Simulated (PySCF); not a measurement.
Vertical excitations of a molecule C₄H₆F₂ from PySCF 2.14.0 with TDA-B3LYP/def2-SVPD, as energy in eV (oscillator strength): 6.02 (0.000), 7.00 (0.023), 7.00 (0.000), 7.81 (0.471), 7.91 (0.006), 8.52 (0.000), 8.55 (0.123), 8.81 (0.012), 8.87 (0.046), 8.95 (0.000). Lowest triplet (TDA): 4.53 eV. Coordinates come from a PBE0-D3(BJ)/def2-SVP optimisation. One conformer was computed; it need not be the lowest.

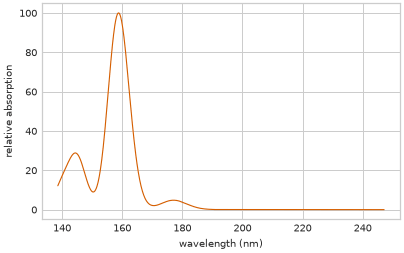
The lines broadened by 0.4 eV.

Problem. Which molecule gave these data?
(A) C[C@@]1(F)C[C@@H]1F
(B) C=C(C)C(F)F
(C) C/C(F)=C(\C)F
(D) CC(C)=C(F)F

Solution. D, CC(C)=C(F)F
